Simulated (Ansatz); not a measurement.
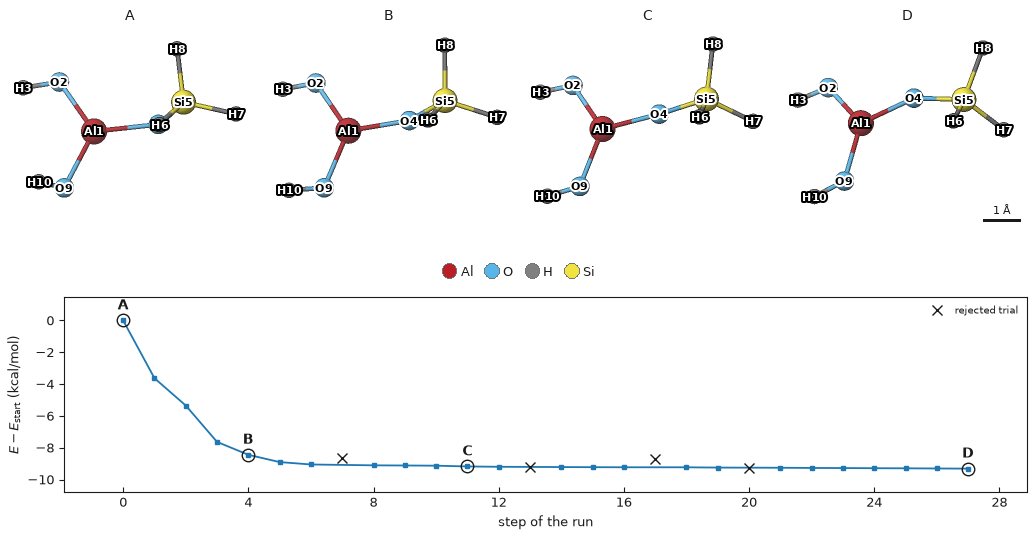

Frames of a relaxation of AlSiH₅O₃, marked on the history of the run. Style: ball-and-stick. Shown at a tilt.

The run prepares the start of a later molecular dynamics calculation, from a guessed geometry.

Method: Ansatz, RKS PBE-D4/6-31G*. (no spin polarisation; force threshold 0.02 eV/Å; at most 40 steps)

> Describe the path.

The energy falls by 9.31 kcal/mol in 23 accepted moves (27 points after the start). The largest force component goes from 1.3 to 0.013 eV/Å. The line search rejected the trial steps at points 7, 13, 17, 20 of the run. The forces were under the threshold at step 11, but the run went on from there. The atom that moves furthest after the best rigid fit is O4 (1.09 Å). Largest moves by element: O 1.09 Å, H 0.83 Å, Al 0.45 Å, Si 0.17 Å. Near-neighbour distances that change, for instance: Al1–O4 1.780 → 1.703 Å, Al1–O2 1.780 → 1.720 Å, Si5–H6 1.460 → 1.504 Å, O2–H3 1.010 → 0.972 Å. Bond angles that change, for instance: Al1–O4–Si5 125.0° → 152.5°, Al1–O9–H10 109.5° → 120.4°, Al1–O2–H3 109.5° → 119.8°. Groups turn about Al1–O4 by about 90°, O4–Si5 by about 85°, Al1–O9 by about 65°. The run took 96 s on 1 thread of Arm Neoverse V1, on a shared host, peak memory 0.13 GiB. From step 0 to 4: H10 moves most (0.51 Å), energy −8.44 kcal/mol. From step 4 to 11: O4 moves most (0.48 Å), energy −0.73 kcal/mol. From step 11 to 27: O4 moves most (0.46 Å), energy −0.14 kcal/mol.
